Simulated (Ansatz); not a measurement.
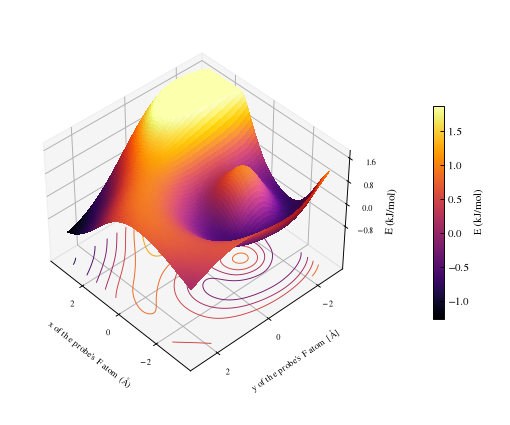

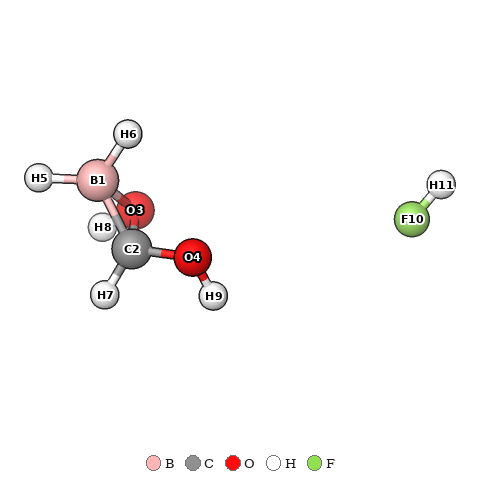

Energy landscape of CH₅BO₂ (SMILES BC(O)O) with the probe HF. The probe is moved over a plane parallel to the molecule's main plane, 3.59 Å above it. Coordinates scanned: (1) x of the probe's F atom; (2) y of the probe's F atom. Nothing is relaxed (molecule and probe rigid, the probe upright with F nearest the plane). The scan uses an 11 × 9 grid. Energies are in kJ/mol, from molecule and probe far apart, each relaxed in its own basis (no counterpoise correction). Theory: RKS wB97M-V/def2-SVP (Ansatz).

Drawn: a relief with its contours projected below, any walls above the top of the colour scale cut off. Between grid points the surface is interpolated. The second picture is the structure at the lowest point.

**Summarise what can be read from the map.**

The lowest grid point is at x of the probe's F atom = 3.30 Å, y of the probe's F atom = 2.64 Å, −1.26 kJ/mol from molecule and probe far apart, each relaxed in its own basis (no counterpoise correction). It lies at the edge of the scanned range, so the true minimum may lie outside. Higher local minima lie near x of the probe's F atom = −1.98 Å, y of the probe's F atom = −1.98 Å (0.56 kJ/mol above the lowest at that grid point); x of the probe's F atom = −1.98 Å, y of the probe's F atom = 0.00 Å (0.63 kJ/mol above the lowest at that grid point). The highest grid point, x of the probe's F atom = 1.98 Å, y of the probe's F atom = −1.98 Å, lies 3.96 kJ/mol above the lowest.

The values on the grid:

| y of the probe's F atom ↓, x of the probe's F atom → | −3.30 | −2.64 | −1.98 | −1.32 | −0.66 | 0.00 | 0.66 | 1.32 | 1.98 | 2.64 | 3.30 |
| --- | --- | --- | --- | --- | --- | --- | --- | --- | --- | --- | --- |
| 2.64 | 0.08 | 0.29 | 0.51 | 0.66 | 0.73 | 0.67 | 0.43 | −0.02 | −0.56 | −1.00 | −1.26 |
| 1.98 | 0.36 | 0.52 | 0.63 | 0.69 | 0.78 | 0.87 | 0.82 | 0.47 | −0.08 | −0.63 | −1.01 |
| 1.32 | 0.56 | 0.53 | 0.38 | 0.31 | 0.42 | 0.70 | 0.93 | 0.88 | 0.50 | −0.05 | −0.54 |
| 0.66 | 0.62 | 0.23 | −0.19 | −0.34 | −0.15 | 0.28 | 0.80 | 1.17 | 1.12 | 0.69 | 0.14 |
| 0.00 | 0.54 | −0.18 | −0.63 | −0.55 | −0.27 | 0.04 | 0.64 | 1.40 | 1.75 | 1.48 | 0.87 |
| −0.66 | 0.43 | −0.41 | −0.55 | 0.17 | 0.51 | 0.24 | 0.64 | 1.63 | 2.31 | 2.13 | 1.48 |
| −1.32 | 0.44 | −0.46 | −0.44 | 0.51 | 0.81 | 0.31 | 0.68 | 1.84 | 2.65 | 2.49 | 1.79 |
| −1.98 | 0.70 | −0.34 | −0.70 | −0.31 | −0.08 | −0.02 | 0.75 | 2.01 | 2.69 | 2.45 | 1.79 |
| −2.64 | 1.14 | 0.24 | −0.52 | −0.68 | −0.47 | 0.09 | 1.11 | 2.14 | 2.46 | 2.13 | 1.58 |

The input of one point:

```yaml
crystal:
  periodic: [false, false, false]
  atoms:
    - { symbol: B, position_ang: [-0.979028, -0.759134, 0.151562] }
    - { symbol: C, position_ang: [0.292319, -0.113237, -0.464132] }
    - { symbol: O, position_ang: [-0.755892, 0.895431, 0.075895] }
    - { symbol: O, position_ang: [1.442601, -0.023059, 0.236674] }
    - { symbol: H, position_ang: [-1.869187, -1.098615, -0.589262] }
    - { symbol: H, position_ang: [-0.936767, -1.127893, 1.293173] }
    - { symbol: H, position_ang: [0.391167, 0.083438, -1.542267] }
    - { symbol: H, position_ang: [-1.276095, 1.246845, -0.66035] }
    - { symbol: H, position_ang: [1.993566, 0.685763, -0.120081] }
    - { symbol: F, position_ang: [3.3, 2.64, 3.59] }
    - { symbol: H, position_ang: [3.3, 2.64, 4.512864] }
basis:
  gaussian: { orbitals: def2-SVP }
hamiltonian:
  xc: { name: wB97M-V }
output:
  forces: true
```

Each point was launched as `ansatz run input.yaml --threads 1 --pin off --max-ram 2560MiB --backend cpu --events-out ev --progress --plain --runs-dir out`. The whole map (99 points run) took 47 min on 1 thread of Arm Neoverse N1 (shared host).
